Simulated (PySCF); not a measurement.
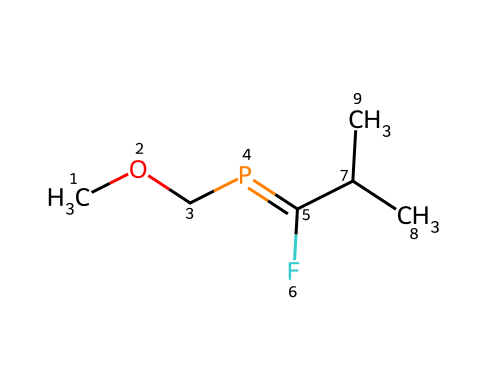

A structural formula, with wedges where it has stereocentres; small numbers name the atoms. The configuration is that of a computed structure (PBE0-D3(BJ)/def2-SVP).

**Give the R/S and E/Z labels.**

P4=C5: Z.
